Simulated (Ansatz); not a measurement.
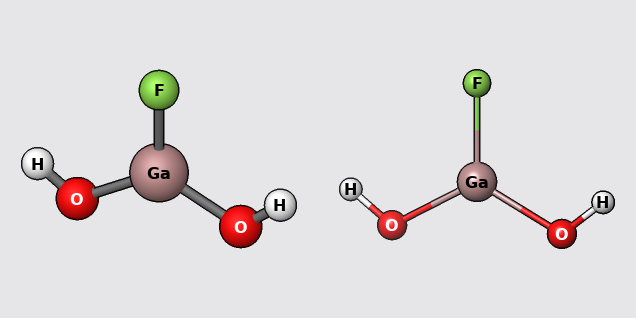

Two views of one molecule.

> Give the formula.

FGaH₂O₂, 6 atoms: 1 fluorine, 1 gallium, 2 hydrogen and 2 oxygen.

> Give the symmetry (Schoenflies symbol).

C2v.

> How many atoms are distinct by symmetry?

4: 1 Ga, 2 O, 1 F, 2 H.

The parts below concern this one geometry. Atoms keep their numbers from picture to picture. Computed geometry: PBE0-D4/def2-TZVP optimisation.

## Thermal motion

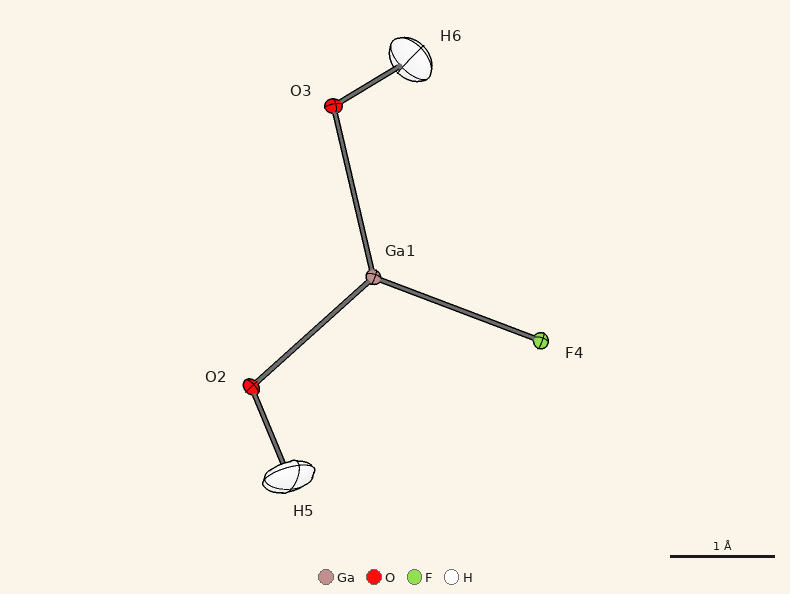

Displacement ellipsoids at the 50 % level, from the internal vibrations of the free molecule (harmonic, no overall translation or rotation; no half-axis is drawn under 0.075 Å). Vibrations computed with RKS PBE0-D4/def2-TZVP (Ansatz 0.2.0). Temperature: 100 K.

> Which atom has the largest mean-square displacement?

H5, H6, with U_eq = 0.0264 Å².

> Does H6 move more along its bond or across it?

Across it: the root-mean-square amplitude is 0.084 Å along the bond and up to 0.218 Å across, since bending and torsion are softer than stretching.

Give the displacement parameters, one line for each set of equivalent atoms.

```json
{"atom": "Ga1", "U_eq (Å²)": "0.00042", "rms amplitudes (Å)": "0.018, 0.019, 0.024"}
{"atom": "O2, O3", "U_eq (Å²)": "0.0020", "rms amplitudes (Å)": "0.037, 0.038, 0.058"}
{"atom": "F4", "U_eq (Å²)": "0.0017", "rms amplitudes (Å)": "0.028, 0.036, 0.054"}
{"atom": "H5, H6", "U_eq (Å²)": "0.0264", "rms amplitudes (Å)": "0.080, 0.160, 0.218"}
```

## Dipole moment

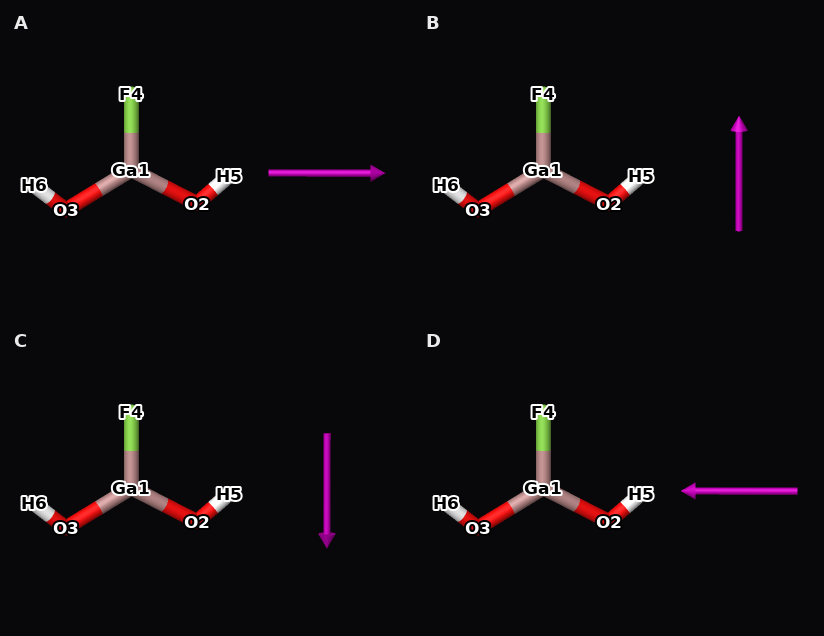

The same molecule four times, each with an arrow. Level of theory: RKS PBE0-D4/def2-TZVP (Ansatz 0.2.0).

> Which arrow points along the dipole moment, from the negative to the positive end?

B. The dipole moment is 0.73 D; it points from the side of O2, O3 to the side of F4 (the outermost atoms at the two ends).

## Electronic properties

Properties computed with RKS PBE0-D4/def2-TZVPP (Ansatz 0.2.0).

> Give the HOMO energy (Kohn–Sham orbital) at this level.

−9.35 eV.

> Give the LUMO energy (Kohn–Sham orbital) at this level.

−1.29 eV.
